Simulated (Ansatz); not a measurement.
The relaxed structure here is a generated cell of Bi: the first start was made by placing the elements on the sites of a structure type, and the end was not matched to a known phase here, so it may be hypothetical. Known forms of Bi include space group No. 166.

A relaxed structure of Bi. Space group P6/mmm (No. 191), AFLOW prototype A_hP1_191_a (A_f, as in Sn). These are PBE (plane waves to 420 eV, PAW, scalar-relativistic; Ansatz, an electronic-structure program) values and carry that method's errors.

```xyz
1
Lattice="3.4372 0.0000 0.0000 -1.7186 2.9767 0.0000 0.0000 0.0000 3.3021" Properties=species:S:1:pos:R:3 pbc="T T T"
Bi     0.0000     0.0000     0.0000
```

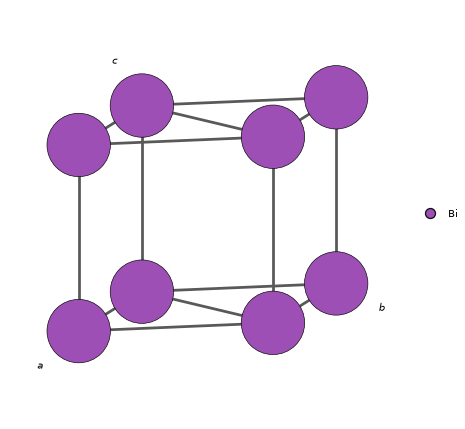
Figure: The conventional cell of the relaxed structure

For Bi, the volume per atom is 33.78 Å³ and the band gap is zero (metallic). The shortest distances comes out as Bi–Bi 3.30 Å and the k-mesh comes out as 16×16×14.

Band energies at high-symmetry points (eV from the Fermi level; labels of this space group; no spin-orbit coupling), from −5 eV up to 2.9 eV:

| point | energies |
|---|---|
| Γ | 2.68 |
| M | -4.89 1.51 |
| K | -3.29 -3.29 |
| A | – |
| L | -3.19 -2.51 |
| H | -2.03 -1.54 -1.54 |

No spin polarisation in the result.

The run could not lose the symmetry of its start, so the end can be a saddle point.

It was reached from a disturbed copy of a Fm-3m (No. 225) cell (fcc (Cu type)), against which it lies -0.12 eV/atom.
